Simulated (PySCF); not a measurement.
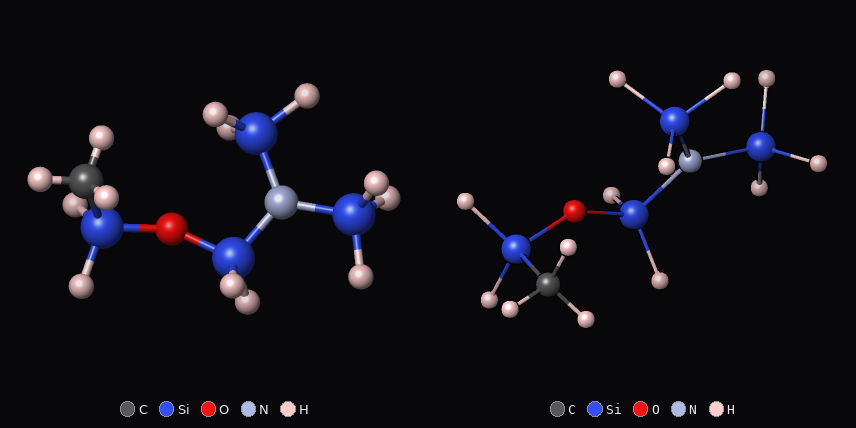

Two views of one molecule.

Description:

It has 20 atoms: 1 carbon, 13 hydrogen, 1 nitrogen, 1 oxygen and 4 silicon (CH13NOSi4). As SMILES it reads `C[SiH2]O[SiH2]N([SiH3])[SiH3]`. It has no ring. Among its groups: Si–H bond, Si–O bond, Si–N bond. This geometry has C1 symmetry. Coordination: 1 C tetrahedral; 4 Si tetrahedral; 1 O bent; 1 N trigonal planar.

The parts below concern this one geometry. Atoms keep their numbers from picture to picture. The geometry was computed by an optimisation with PBE0-D3(BJ)/def2-SVP. No frequency run is at hand to confirm it as a minimum.

**Shape**

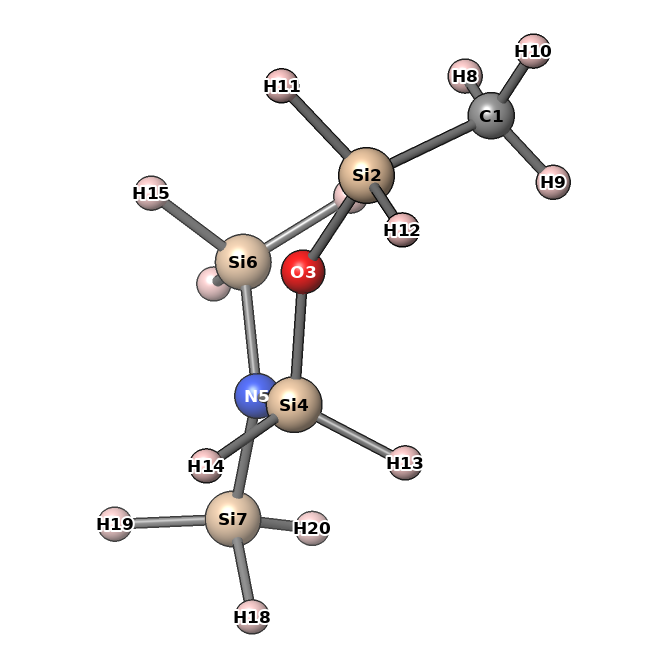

N5 lies behind Si4. The molecule seen a little off the Si4–N5 bond, Si4 in front. Depth is shown by fading: the farther an atom, the more it takes the colour of the background. No frequency run is at hand to confirm it as a minimum.

**What is the torsion angle O3–Si4–N5–Si6? The sign is positive where the front bond must turn clockwise to cover the back bond.**

2°, synperiplanar (eclipsed).

**Quadrupole coupling**

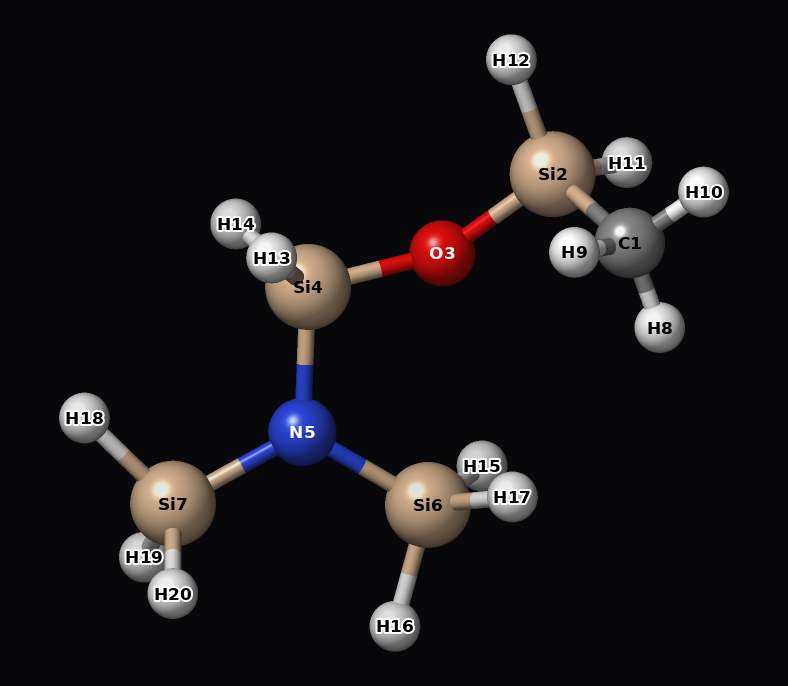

No frequency run is at hand to confirm it as a minimum. Electric field gradients from the ground-state density, PBE0/pcSseg-1 (PySCF 2.14.0), non-relativistic apart from any core potentials.

Give the largest field-gradient component, the quadrupole coupling constant and the asymmetry for 17O at O3 (Q = −25.6 mb), 14N at N5 (Q = 20.44 mb), 2H at H8 (Q = 2.86 mb), 2H at H9 (Q = 2.86 mb).

| atom | V_zz (a.u.) | e²qQ/h (MHz) | η |
| --- | --- | --- | --- |
| O3 | 1.116 | −6.71 | 0.23 |
| N5 | −0.613 | −2.94 | 0.12 |
| H8 | 0.297 | 0.200 | 0.01 |
| H9 | 0.297 | 0.200 | 0.01 |

**Electronic properties**

No frequency run is at hand to confirm it as a minimum. Level of theory: CAM-B3LYP/def2-SVPD, gas phase (PySCF 2.14.0). Excitations: vertical, linear response.

**What is the lowest vertical singlet excitation?**

6.44 eV.

**Give the dipole moment at this level.**

1.03 D.

**Estimate the HOMO energy (Kohn–Sham orbital).**

−8.83 eV.

**Give the LUMO energy (Kohn–Sham orbital) at this level.**

0.89 eV.

**Polarisability**

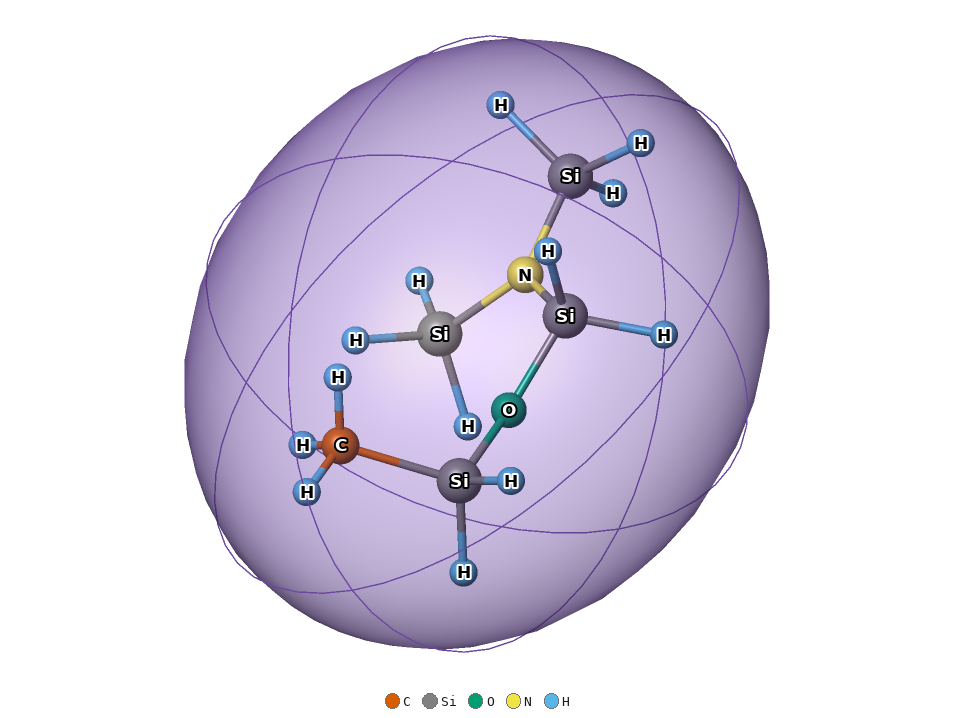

The ellipsoid shows the static dipole polarisability: its half-axes are proportional to the principal values. No frequency run is at hand to confirm it as a minimum. Computed with CAM-B3LYP/def2-SVPD (PySCF 2.14.0).

**Give the principal values, the mean and the anisotropy.**

Principal values 111.5, 123.8, 141.9 bohr³; mean 125.7 bohr³ (18.63 Å³); anisotropy 26.4 bohr³, so the longest axis is 1.27 times the shortest.
